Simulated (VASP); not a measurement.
# PbF2 (Fluorocronite) with PBE: from relaxation to properties, part 3 of 5

What structure does PbF2 (Fluorocronite) take at this level, and what are its properties? The start is a cell from a database of measured crystal structures.

VASP 6.6.1; PBE; plane waves and PAW (Pb_d, F).

So far, gap on the k-mesh (eV): step 2 (full relaxation (PBE)) 4.46; step 6 (density of states (PBE)) 4.43.

## Step 7: Optical spectrum (PBE)

LOPTICS sums transitions from filled to empty bands. NBANDS is raised for it.

INCAR reads:

```
SYSTEM = PbF2
PREC = Accurate
ENCUT = 520
EDIFF = 1E-06
NELM = 100
ISMEAR = 0
SIGMA = 0.05
LREAL = .FALSE.
ALGO = Normal
GGA = PE
NBANDS = 38
LORBIT = 11
LWAVE = .FALSE.
LCHARG = .FALSE.
KPAR = 2
LOPTICS = .TRUE.
NEDOS = 1500
CSHIFT = 0.1
```

POSCAR reads:

```
PbF2
1.0
    0.0000000000      2.9964786990      2.9964786990
    2.9964786990      0.0000000000      2.9964786990
    2.9964786990      2.9964786990      0.0000000000
Pb F
1 2
Direct
    0.0000000000      0.0000000000      0.0000000000
    0.2500000000      0.2500000000      0.2500000000
    0.7500000000      0.7500000000      0.7500000000
```

KPOINTS reads:

```
Automatic mesh
0
Gamma
10 10 10
0 0 0
```

Potentials, in the order of the species: Pb_d and F (PBE family, release 64).

Run with:

```console
$ mpirun -np 2 vasp_std
```

Log:

```text
[... set-up lines as in an earlier step ...]
 entering main loop
       N       E                     dE             d eps       ncg     rms          rms(c)
DAV:   1     0.295109978573E+03    0.29511E+03   -0.12378E+04  3752   0.833E+02
DAV:   2     0.138800473218E+02   -0.28123E+03   -0.25197E+03  3774   0.286E+02
DAV:   3    -0.155313247499E+02   -0.29411E+02   -0.28976E+02  4212   0.863E+01
DAV:   4    -0.163381114712E+02   -0.80679E+00   -0.80600E+00  4324   0.141E+01
DAV:   5    -0.163552764718E+02   -0.17165E-01   -0.17164E-01  4504   0.223E+00    0.808E+00
DAV:   6    -0.143681511927E+02    0.19871E+01   -0.57247E+00  5124   0.129E+01    0.269E+00
DAV:   7    -0.143610888910E+02    0.70623E-02   -0.37960E-01  4140   0.234E+00    0.163E+00
DAV:   8    -0.143574197242E+02    0.36692E-02   -0.12703E-01  4206   0.215E+00    0.809E-01
DAV:   9    -0.143496037848E+02    0.78159E-02   -0.20110E-02  4098   0.664E-01    0.119E-01
DAV:  10    -0.143508091590E+02   -0.12054E-02   -0.15513E-03  3932   0.261E-01    0.552E-02
DAV:  11    -0.143507013741E+02    0.10778E-03   -0.20407E-04  4376   0.974E-02    0.201E-02
DAV:  12    -0.143507115783E+02   -0.10204E-04   -0.29092E-05  3964   0.309E-02    0.966E-03
DAV:  13    -0.143507112683E+02    0.31001E-06   -0.55651E-06  3926   0.127E-02
   1 F= -.14350711E+02 E0= -.14350711E+02  d E =-.211677E-10
 optical routines
 imaginary and real dielectric function
 recalculating local potential from charge density
 direction            1
 direction            2
 direction            3
```

The job ended after 76 s (2 MPI ranks of AMD EPYC 7R43, shared host; peak memory 0.5 GiB).

Parts of OUTCAR (step 7):

```text
   k-points           NKPTS =     47   k-points in BZ     NKDIM =     47   number of bands    NBANDS=     38

   NELECT =      28.0000    total number of electrons

 E-fermi :   1.6953

 k-point     1 :       0.0000    0.0000    0.0000
  band No.  band energies     occupation
    ...
     10      -0.7719      2.00000
     11      -0.7719      2.00000
     12      -0.2839      2.00000
     13      -0.2839      2.00000
     14      -0.2839      2.00000
     15       8.2286      0.00000
     16       8.2286      0.00000
     17       8.2286      0.00000
     18      12.0433      0.00000
     19      16.5683      0.00000
    ...

  Total        0.0131649      0.0131649      0.0131649      0.0000000      0.0000000     -0.0000000
  in kB        0.3919796      0.3919796      0.3919796      0.0000000      0.0000000     -0.0000000
  external PRESSURE =       0.3919796 kB  Pullay stress =       0.0000000 kB

 POSITION                                       TOTAL-FORCE (eV/Angst)
 -----------------------------------------------------------------------------------
      0.00000      0.00000      0.00000        -0.000000      0.000000     -0.000000
      1.49824      1.49824      1.49824        -0.000000     -0.000000     -0.000000
      4.49472      4.49472      4.49472         0.000000      0.000000      0.000000
 -----------------------------------------------------------------------------------
    total drift:                                0.000000     -0.000000      0.000000

  FREE ENERGIE OF THE ION-ELECTRON SYSTEM (eV)
  ---------------------------------------------------
  free  energy   TOTEN  =       -14.3507112683 eV

  energy  without entropy=      -14.3507112683  energy(sigma->0) =      -14.35071127

 plasma frequency squared (from intraband transitions) (eV^2)
  --------------------------------------------------------------------------------------
       0.000       0.000      -0.000
       0.000       0.000       0.000
      -0.000       0.000       0.000

[... 8 parts as in an earlier step ...]

[... 8 further parts left out ...]
```

These are independent-particle spectra without excitons or local fields, and fine structure depends on the mesh and on CSHIFT.

Numbers from this step:

```yaml
scf_cycles: 13
bands: 38
fermi_energy: 1.695 eV
pressure: 0.03920 GPa
```

The imaginary dielectric function, xx has structure finer than the step of the table below, so its rows give means over 2 eV, whole bins alone (the curve runs from 0 to 25.0 eV). Peaks (eV: height): 5.4: 5.72, 6.9: 5.84, 7.7: 6.58, 9.2: 4.19, 10.8: 2.36, 12.8: 1.59, 21.9: 1.74.

Table of imaginary dielectric function, xx by photon energy; means over each step:

```csv
photon energy (eV),"imaginary dielectric function, xx"
2,0.0248
4,0.402
6,4.12
8,3.80
10,2.15
12,1.18
14,0.787
16,0.903
18,1.23
20,0.880
22,0.911
```

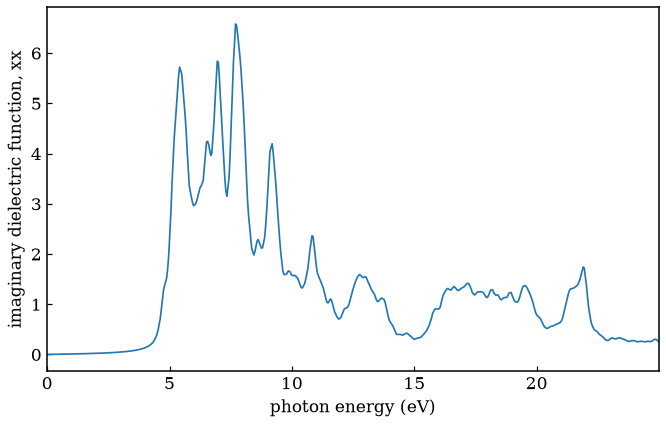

Imaginary dielectric function, xx against photon energy.

Real dielectric function, xx against photon energy:

```csv
photon energy (eV),"real dielectric function, xx"
0,3.53
2,3.73
4,4.86
6,3.46
8,-1.00
10,0.118
12,0.755
14,0.195
16,1.50
18,0.842
20,0.220
22,-0.319
24,0.500
```

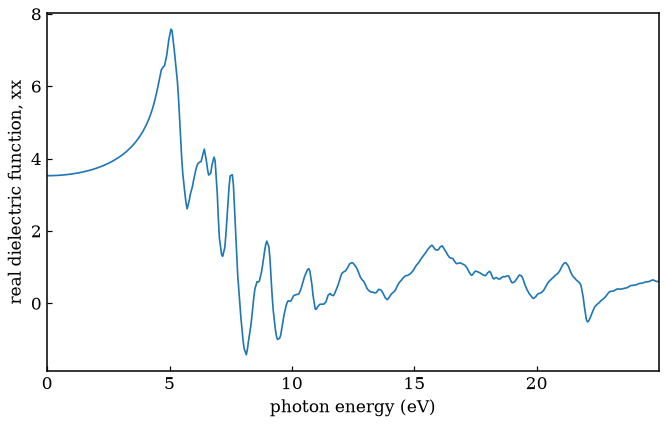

Real dielectric function, xx, plotted against photon energy.

The mean of ε2 over directions passes 5 % of its top at 4.44 eV, against a least direct gap of 4.56 eV on this mesh; what lies under the gap is the tail of the broadening by CSHIFT.

## Step 8: Response to an electric field (PBE)

The response to a static field gives the electronic dielectric tensor and the Born charges. It needs tightly converged orbitals, hence the small EDIFF.

INCAR reads:

```
SYSTEM = PbF2
PREC = Accurate
ENCUT = 520
EDIFF = 1E-08
NELM = 100
ISMEAR = 0
SIGMA = 0.01
LREAL = .FALSE.
ALGO = Normal
GGA = PE
NBANDS = 20
LORBIT = 11
LWAVE = .FALSE.
LCHARG = .FALSE.
KPAR = 2
LEPSILON = .TRUE.
```

POSCAR is that of step 7.

KPOINTS is that of step 7.

Run with:

```console
$ mpirun -np 2 vasp_std
```

Log:

```text
[... set-up lines as in an earlier step ...]
 entering main loop
       N       E                     dE             d eps       ncg     rms          rms(c)
DAV:   1     0.297039710287E+03    0.29704E+03   -0.14879E+04  1900   0.159E+03
DAV:   2     0.115149372495E+02   -0.28552E+03   -0.26940E+03  2016   0.428E+02
DAV:   3    -0.155087850976E+02   -0.27024E+02   -0.26683E+02  2176   0.144E+02
DAV:   4    -0.163248497607E+02   -0.81606E+00   -0.81546E+00  2128   0.263E+01
DAV:   5    -0.163541651520E+02   -0.29315E-01   -0.29309E-01  2324   0.521E+00    0.806E+00
DAV:   6    -0.143643773542E+02    0.19898E+01   -0.96002E+00  2536   0.243E+01    0.275E+00
DAV:   7    -0.143575478868E+02    0.68295E-02   -0.47500E-01  1948   0.429E+00    0.158E+00
DAV:   8    -0.143523946958E+02    0.51532E-02   -0.10597E-01  1964   0.364E+00    0.521E-01
DAV:   9    -0.143495566190E+02    0.28381E-02   -0.20456E-02  2416   0.103E+00    0.105E-01
DAV:  10    -0.143507363952E+02   -0.11798E-02   -0.18073E-03  1900   0.433E-01    0.363E-02
DAV:  11    -0.143507018963E+02    0.34499E-04   -0.15846E-04  2212   0.125E-01    0.135E-02
DAV:  12    -0.143507140258E+02   -0.12129E-04   -0.65414E-05  2068   0.776E-02    0.125E-02
DAV:  13    -0.143507113138E+02    0.27119E-05   -0.25040E-05  2384   0.485E-02    0.282E-03
DAV:  14    -0.143507113287E+02   -0.14821E-07   -0.13108E-06  2124   0.790E-03    0.463E-04
DAV:  15    -0.143507113533E+02   -0.24614E-07   -0.29278E-08  2120   0.133E-03    0.333E-04
DAV:  16    -0.143507113525E+02    0.75579E-09   -0.56481E-09  1584   0.107E-03
   1 F= -.14350711E+02 E0= -.14350711E+02  d E =-.779770E-27
 Linear response reoptimize wavefunctions to high precision
DAV:   1    -0.143507113608E+02   -0.83173E-08   -0.20888E-09  1468   0.383E-04
DAV:   2    -0.143507113609E+02   -0.36380E-10   -0.27798E-10  1164   0.227E-04
 Linear response G [H, r] |phi>, progress :
  Direction:   1
       N       E                     dE             d eps       ncg     rms
RMM:   1    -0.107539862833E+03   -0.10754E+03    0.33071E+01  3168   0.124E+02
RMM:   2    -0.105480919708E+03    0.20589E+01   -0.13485E+01  3102   0.291E+01
RMM:   3    -0.105532028555E+03   -0.51109E-01   -0.81294E-01  3201   0.819E+00
RMM:   4    -0.105539032974E+03   -0.70044E-02   -0.14312E-01  3170   0.361E+00
RMM:   5    -0.105540851364E+03   -0.18184E-02   -0.29468E-02  3149   0.150E+00
RMM:   6    -0.105541268435E+03   -0.41707E-03   -0.10663E-02  3193   0.856E-01
RMM:   7    -0.105541423775E+03   -0.15534E-03   -0.41838E-03  3206   0.477E-01
RMM:   8    -0.105541469568E+03   -0.45793E-04   -0.16443E-03  3351   0.277E-01
RMM:   9    -0.105541480298E+03   -0.10730E-04   -0.41011E-04  3409   0.127E-01
RMM:  10    -0.105541481089E+03   -0.79083E-06   -0.11141E-04  3461   0.640E-02
RMM:  11    -0.105541481137E+03   -0.48182E-07   -0.25183E-05  3291   0.288E-02
RMM:  12    -0.105541480529E+03    0.60789E-06   -0.12575E-05  3094   0.159E-02
RMM:  13    -0.105541481640E+03   -0.11105E-05   -0.20818E-04  2881   0.681E-03
RMM:  14    -0.105541481424E+03    0.21592E-06   -0.14554E-04  2762   0.444E-03
RMM:  15    -0.105541481590E+03   -0.16590E-06   -0.17582E-04  2755   0.314E-03
RMM:  16    -0.105541481298E+03    0.29154E-06   -0.11896E-04  2712   0.246E-03
RMM:  17    -0.105541481572E+03   -0.27315E-06   -0.18199E-04  2690   0.207E-03
RMM:  18    -0.105541481530E+03    0.41251E-07   -0.14441E-04  2665   0.190E-03
RMM:  19    -0.105541481611E+03   -0.80884E-07   -0.12521E-04  2643   0.182E-03
RMM:  20    -0.105541481518E+03    0.92788E-07   -0.16979E-04  2620   0.179E-03
RMM:  21    -0.105541481575E+03   -0.56344E-07   -0.16794E-04  2591   0.175E-03
 Linear response G [H, r] |phi>, progress :
  Direction:   2
       N       E                     dE             d eps       ncg     rms
RMM:   1    -0.108425483116E+03   -0.10843E+03    0.11130E+01  3198   0.122E+02
RMM:   2    -0.104077645835E+03    0.43478E+01   -0.14415E+01  3085   0.295E+01
RMM:   3    -0.104115017496E+03   -0.37372E-01   -0.85360E-01  3192   0.843E+00
RMM:   4    -0.104125491505E+03   -0.10474E-01   -0.14284E-01  3131   0.352E+00
RMM:   5    -0.104127067596E+03   -0.15761E-02   -0.25223E-02  3151   0.142E+00
RMM:   6    -0.104127584215E+03   -0.51662E-03   -0.84913E-03  3181   0.779E-01
RMM:   7    -0.104127676446E+03   -0.92231E-04   -0.29065E-03  3153   0.419E-01
RMM:   8    -0.104127761461E+03   -0.85014E-04   -0.16034E-03  3355   0.250E-01
RMM:   9    -0.104127750133E+03    0.11327E-04   -0.48778E-04  3356   0.129E-01
RMM:  10    -0.104127764740E+03   -0.14607E-04   -0.36041E-04  3442   0.670E-02
RMM:  11    -0.104127755082E+03    0.96579E-05   -0.18287E-04  3309   0.308E-02
RMM:  12    -0.104127763616E+03   -0.85337E-05   -0.24927E-04  3117   0.170E-02
RMM:  13    -0.104127765228E+03   -0.16123E-05   -0.25576E-04  2836   0.664E-03
RMM:  14    -0.104127754177E+03    0.11051E-04   -0.13275E-04  2724   0.350E-03
RMM:  15    -0.104127737553E+03    0.16624E-04    0.36394E-05  2697   0.237E-03
RMM:  16    -0.104127764685E+03   -0.27133E-04   -0.26336E-04  2683   0.174E-03
RMM:  17    -0.104127764217E+03    0.46877E-06   -0.30593E-04  2615   0.144E-03
RMM:  18    -0.104127770370E+03   -0.61532E-05   -0.41985E-04  2578   0.129E-03
RMM:  19    -0.104127767880E+03    0.24900E-05   -0.49215E-04  2550   0.122E-03
RMM:  20    -0.104127756116E+03    0.11764E-04   -0.72612E-04  2510   0.117E-03
RMM:  21    -0.104127711099E+03    0.45016E-04   -0.16648E-03  2454   0.116E-03
RMM:  22    -0.104127725272E+03   -0.14172E-04    0.18492E-05  2388   0.114E-03
 Linear response G [H, r] |phi>, progress :
  Direction:   3
       N       E                     dE             d eps       ncg     rms
RMM:   1    -0.102487842067E+03   -0.10249E+03    0.94486E+01  3113   0.125E+02
RMM:   2    -0.105058248355E+03   -0.25704E+01   -0.99649E+00  3022   0.261E+01
RMM:   3    -0.105135775257E+03   -0.77527E-01   -0.58282E-01  3142   0.725E+00
RMM:   4    -0.105145576484E+03   -0.98012E-02   -0.12243E-01  3142   0.303E+00
RMM:   5    -0.105147575493E+03   -0.19990E-02   -0.24908E-02  3106   0.133E+00
RMM:   6    -0.105147963040E+03   -0.38755E-03   -0.10194E-02  3116   0.722E-01
RMM:   7    -0.105148024230E+03   -0.61190E-04   -0.34682E-03  3174   0.400E-01
RMM:   8    -0.105148032517E+03   -0.82869E-05   -0.11575E-03  3264   0.212E-01
RMM:   9    -0.105148039075E+03   -0.65575E-05   -0.26250E-04  3314   0.924E-02
RMM:  10    -0.105148037722E+03    0.13528E-05   -0.44259E-05  3326   0.431E-02
RMM:  11    -0.105148039058E+03   -0.13366E-05   -0.16837E-05  3101   0.203E-02
RMM:  12    -0.105148039028E+03    0.30908E-07   -0.67859E-06  2794   0.118E-02
[...]
RMM:   2    -0.396691888163E+00   -0.18312E-01   -0.19593E-02  3303   0.980E-01
RMM:   3    -0.397001714969E+00   -0.30983E-03   -0.13940E-03  3341   0.298E-01
RMM:   4    -0.397037440216E+00   -0.35725E-04   -0.26405E-04  3185   0.118E-01
RMM:   5    -0.397043761606E+00   -0.63214E-05   -0.47505E-05  3249   0.542E-02
RMM:   6    -0.397045657840E+00   -0.18962E-05   -0.23716E-05  3297   0.302E-02
RMM:   7    -0.397045598082E+00    0.59758E-07   -0.96865E-06  3263   0.174E-02
RMM:   8    -0.397045658249E+00   -0.60167E-07   -0.36458E-06  3280   0.110E-02
RMM:   9    -0.397045662338E+00   -0.40890E-08   -0.60374E-07  2868   0.466E-03
RMM:  10    -0.397045664204E+00   -0.18658E-08   -0.17148E-07  2280   0.254E-03
RMM:  11    -0.397045664175E+00    0.28419E-10   -0.35327E-08  1864   0.114E-03
 change of polarisation eV/A/(eV/A) component  1 :     0.794    -0.037    -0.054
 dielectric tensor                  component  1 :     3.670    -0.123    -0.182
 Linear response to external field (no local field effect), progress :
  Direction:   2
       N       E                     dE             d eps       ncg     rms          rms(c)
RMM:   1    -0.342016611800E+00   -0.34202E+00   -0.13183E+00  3378   0.396E+00
RMM:   2    -0.360197779906E+00   -0.18181E-01   -0.15961E-02  3272   0.927E-01
RMM:   3    -0.360418823940E+00   -0.22104E-03   -0.10048E-03  3338   0.296E-01
RMM:   4    -0.360465507636E+00   -0.46684E-04   -0.22608E-04  3148   0.116E-01
RMM:   5    -0.360469002071E+00   -0.34944E-05   -0.46541E-05  3247   0.595E-02
RMM:   6    -0.360472403711E+00   -0.34016E-05   -0.31050E-05  3301   0.324E-02
RMM:   7    -0.360472130901E+00    0.27281E-06   -0.99382E-06  3235   0.185E-02
RMM:   8    -0.360472234131E+00   -0.10323E-06   -0.38132E-06  3276   0.115E-02
RMM:   9    -0.360472232741E+00    0.13904E-08   -0.69814E-07  2933   0.516E-03
RMM:  10    -0.360472235225E+00   -0.24843E-08   -0.18389E-07  2337   0.275E-03
RMM:  11    -0.360472235737E+00   -0.51151E-09   -0.29672E-08  1919   0.109E-03
 change of polarisation eV/A/(eV/A) component  2 :    -0.037     0.721     0.075
 dielectric tensor                  component  2 :    -0.123     3.424     0.251
 Linear response to external field (no local field effect), progress :
  Direction:   3
       N       E                     dE             d eps       ncg     rms          rms(c)
RMM:   1    -0.388699862991E+00   -0.38870E+00   -0.16196E+00  3379   0.400E+00
RMM:   2    -0.407809027684E+00   -0.19109E-01   -0.20036E-02  3314   0.973E-01
RMM:   3    -0.408148228304E+00   -0.33920E-03   -0.15428E-03  3333   0.267E-01
RMM:   4    -0.408176835200E+00   -0.28607E-04   -0.20442E-04  3106   0.991E-02
RMM:   5    -0.408181198707E+00   -0.43635E-05   -0.31907E-05  3185   0.443E-02
RMM:   6    -0.408182147950E+00   -0.94924E-06   -0.11827E-05  3216   0.236E-02
RMM:   7    -0.408182151639E+00   -0.36883E-08   -0.42729E-06  3192   0.132E-02
RMM:   8    -0.408182202295E+00   -0.50657E-07   -0.14726E-06  3056   0.766E-03
RMM:   9    -0.408182199460E+00    0.28355E-08   -0.33677E-07  2723   0.383E-03
RMM:  10    -0.408182199922E+00   -0.46193E-09   -0.86238E-08  2263   0.196E-03
 change of polarisation eV/A/(eV/A) component  3 :    -0.054     0.075     0.816
 dielectric tensor                  component  3 :    -0.182     0.251     3.745
 Linear response to external field, progress :
  Direction:   1
       N       E                     dE             d eps       ncg     rms          rms(c)
RMM:   1    -0.369718527707E+00   -0.36972E+00   -0.14932E+00  7319   0.400E+00
RMM:   2    -0.388232190292E+00   -0.18514E-01   -0.18541E-02  7137   0.960E-01    0.117E+00
RMM:   3    -0.353962787177E+00    0.34269E-01   -0.28346E-02  6335   0.120E+00    0.577E-01
RMM:   4    -0.362508952340E+00   -0.85462E-02   -0.26604E-02  7186   0.105E+00    0.139E-01
RMM:   5    -0.369018169920E+00   -0.65092E-02   -0.13189E-03  7056   0.323E-01    0.245E-02
RMM:   6    -0.370317283110E+00   -0.12991E-02   -0.13385E-04  6688   0.125E-01    0.138E-02
RMM:   7    -0.370485144744E+00   -0.16786E-03   -0.48683E-05  6286   0.586E-02    0.173E-03
RMM:   8    -0.370590878950E+00   -0.10573E-03   -0.82005E-06  6931   0.273E-02    0.875E-04
RMM:   9    -0.370566584136E+00    0.24295E-04   -0.40920E-06  6749   0.136E-02    0.341E-04
RMM:  10    -0.370574839675E+00   -0.82555E-05   -0.40119E-07  7013   0.707E-03    0.117E-04
RMM:  11    -0.370574622979E+00    0.21670E-06   -0.43118E-07  7103   0.319E-03    0.674E-05
RMM:  12    -0.370574370283E+00    0.25270E-06    0.18474E-07  6433   0.145E-03    0.283E-05
RMM:  13    -0.370573969910E+00    0.40037E-06   -0.27738E-07  5358   0.554E-04    0.215E-05
RMM:  14    -0.370573721999E+00    0.24791E-06    0.79152E-08  4759   0.238E-04    0.402E-06
 change of polarisation eV/A/(eV/A) component  1 :     0.680    -0.019    -0.011
 dielectric tensor                  component  1 :     3.285    -0.064    -0.037
 Linear response to external field, progress :
  Direction:   2
       N       E                     dE             d eps       ncg     rms          rms(c)
RMM:   1    -0.369688654465E+00   -0.36969E+00   -0.14929E+00  7344   0.401E+00
RMM:   2    -0.388231997944E+00   -0.18543E-01   -0.18551E-02  7133   0.960E-01    0.117E+00
RMM:   3    -0.353959824675E+00    0.34272E-01   -0.28339E-02  6340   0.120E+00    0.577E-01
RMM:   4    -0.362507412973E+00   -0.85476E-02   -0.26601E-02  7192   0.105E+00    0.139E-01
RMM:   5    -0.369015574127E+00   -0.65082E-02   -0.13162E-03  7062   0.322E-01    0.245E-02
RMM:   6    -0.370317334899E+00   -0.13018E-02   -0.13147E-04  6693   0.125E-01    0.138E-02
RMM:   7    -0.370485325124E+00   -0.16799E-03   -0.49683E-05  6295   0.586E-02    0.172E-03
RMM:   8    -0.370590703856E+00   -0.10538E-03   -0.71845E-06  6948   0.275E-02    0.875E-04
RMM:   9    -0.370566675447E+00    0.24028E-04   -0.44904E-06  6750   0.136E-02    0.341E-04
RMM:  10    -0.370574819372E+00   -0.81439E-05   -0.26066E-07  7014   0.718E-03    0.117E-04
RMM:  11    -0.370574626299E+00    0.19307E-06   -0.54052E-07  7042   0.322E-03    0.673E-05
RMM:  12    -0.370574314728E+00    0.31157E-06    0.24274E-07  6438   0.150E-03    0.297E-05
RMM:  13    -0.370573933851E+00    0.38088E-06   -0.23796E-07  5438   0.589E-04    0.212E-05
RMM:  14    -0.370573729742E+00    0.20411E-06    0.94075E-08  4656   0.243E-04    0.258E-06
 change of polarisation eV/A/(eV/A) component  2 :    -0.004     0.680     0.015
 dielectric tensor                  component  2 :    -0.013     3.285     0.050
 Linear response to external field, progress :
  Direction:   3
       N       E                     dE             d eps       ncg     rms          rms(c)
RMM:   1    -0.369689105595E+00   -0.36969E+00   -0.14929E+00  7342   0.400E+00
RMM:   2    -0.388233705004E+00   -0.18545E-01   -0.18517E-02  7134   0.960E-01    0.117E+00
RMM:   3    -0.353958454646E+00    0.34275E-01   -0.28332E-02  6342   0.120E+00    0.577E-01
RMM:   4    -0.362507093596E+00   -0.85486E-02   -0.26609E-02  7192   0.105E+00    0.139E-01
RMM:   5    -0.369013861994E+00   -0.65068E-02   -0.13117E-03  7063   0.322E-01    0.245E-02
RMM:   6    -0.370317300919E+00   -0.13034E-02   -0.13186E-04  6694   0.125E-01    0.138E-02
RMM:   7    -0.370485354640E+00   -0.16805E-03   -0.49142E-05  6290   0.585E-02    0.172E-03
RMM:   8    -0.370590706989E+00   -0.10535E-03   -0.73186E-06  6948   0.277E-02    0.874E-04
RMM:   9    -0.370566834858E+00    0.23872E-04   -0.44388E-06  6759   0.136E-02    0.339E-04
RMM:  10    -0.370574817962E+00   -0.79831E-05   -0.26290E-07  7005   0.719E-03    0.117E-04
RMM:  11    -0.370574611802E+00    0.20616E-06   -0.52603E-07  7045   0.323E-03    0.675E-05
RMM:  12    -0.370574285854E+00    0.32595E-06    0.23141E-07  6440   0.150E-03    0.293E-05
RMM:  13    -0.370573911712E+00    0.37414E-06   -0.22123E-07  5381   0.595E-04    0.212E-05
RMM:  14    -0.370573708995E+00    0.20272E-06    0.11129E-07  4700   0.238E-04    0.260E-06
 change of polarisation eV/A/(eV/A) component  3 :     0.010     0.004     0.680
 dielectric tensor                  component  3 :     0.033     0.014     3.285
 Born effective charges drift removed
```

The job ended after 12 min (2 MPI ranks; peak memory 0.8 GiB; 25 min of CPU time).

(Continued in part 4 of 5.)

[Lines on the potential files, build, host, timing and source positions are cut from VASP's logs without a mark.]

[Logs are printed without paths, hosts, clocks, repeated set-up lines and the standing remarks that a program may print on its own settings, such as how far it seeks lower states.]

[Hosts, paths, dates, database ids (printed as entryN), source tags and the programs' standing remarks are cut or masked in the printed files.]

[Measured values are set beside computed ones only where the two were judged alike; some that the calculation misses by far are left out.]
